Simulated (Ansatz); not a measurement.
# CH5BOSSi: basis-set convergence

Aim: see how fast density functionals converge with the basis set for CH5BOSSi.

Program: Ansatz 0.2.0, Gaussian basis. Level of theory: one geometry, several basis sets. These are calculated values, not measurements.

Levels to be run: PBE0-D4/def2-SVP; ωB97M-V/def2-SVP; PBE0-D4/def2-QZVPP; ωB97M-V/def2-QZVPP; the functionals' def2-TZVPP values are taken from earlier runs.

## 1. The relaxed structure

An earlier PBE0-D4 in a triple-zeta def2 set relaxation fixed the geometry.

10 atoms, charge 0, spin multiplicity 1.

Atoms are counted from 1 here; the program's logs count them from 0.

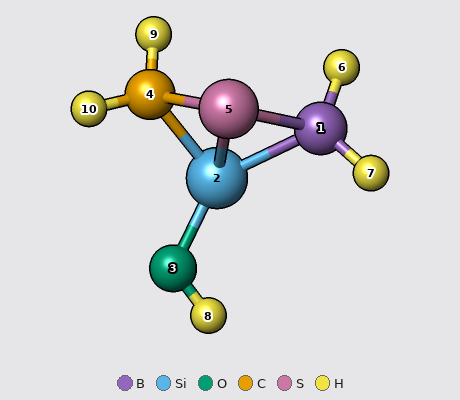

The structure; boron purple, silicon blue, oxygen teal, carbon amber, sulfur pink, hydrogen yellow; atoms are numbered from 1 in the order of the file.

Coordinates:

```
B    -1.5114   -0.0265   -0.4531
Si    0.1207   -0.4727    0.5674
O     1.1060   -1.7560    0.7947
C     1.0040    1.1059    0.1822
S     0.1353    0.6392   -1.3791
H    -2.1779    0.8540    0.0111
H    -2.0252   -0.8981   -1.0938
H     0.7158   -2.6295    0.7121
H     0.6325    2.0329    0.6119
H     2.0831    1.0996    0.0495
```

## 2. PBE0-D4 in def2-SVP

Contents of in.yaml:

```yaml
crystal:
  periodic: [false, false, false]
  atoms:
    - {symbol: B, position_ang: [-1.511370, -0.026539, -0.453140]}
    - {symbol: Si, position_ang: [0.120739, -0.472718, 0.567437]}
    - {symbol: O, position_ang: [1.106014, -1.756019, 0.794727]}
    - {symbol: C, position_ang: [1.003969, 1.105949, 0.182211]}
    - {symbol: S, position_ang: [0.135341, 0.639151, -1.379126]}
    - {symbol: H, position_ang: [-2.177852, 0.853967, 0.011071]}
    - {symbol: H, position_ang: [-2.025235, -0.898112, -1.093781]}
    - {symbol: H, position_ang: [0.715844, -2.629485, 0.712147]}
    - {symbol: H, position_ang: [0.632527, 2.032861, 0.611868]}
    - {symbol: H, position_ang: [2.083123, 1.099645, 0.049485]}
basis:
  gaussian: {orbitals: def2-SVP}
hamiltonian: {xc: pbe0, dispersion: d4}
output: {orbitals: {seedname: orbitals}}
```

Launch:

```bash
$ ansatz run in.yaml --threads 4 --pin off --events-out ev --progress --plain --max-ram 10444MiB
```

Further steps of the session: ωB97M-V in def2-SVP; PBE0-D4 in def2-QZVPP; ωB97M-V in def2-QZVPP.

Q: Predict the results of all the runs planned. Wanted: PBE0-D4: double and triple zeta above quadruple; ωB97M-V: double and triple zeta above quadruple.

The runs gave:

| quantity | value |
| --- | --- |
| PBE0-D4: double and triple zeta above quadruple | 12.08, 0.81 eV |
| ωB97M-V: double and triple zeta above quadruple | 12.17, 0.76 eV |

**Reading.** PBE0-D4 gains 11.27 eV from double to triple zeta, then 0.81 eV more. Total energies overstate the basis error of differences, where much of it tends to cancel.
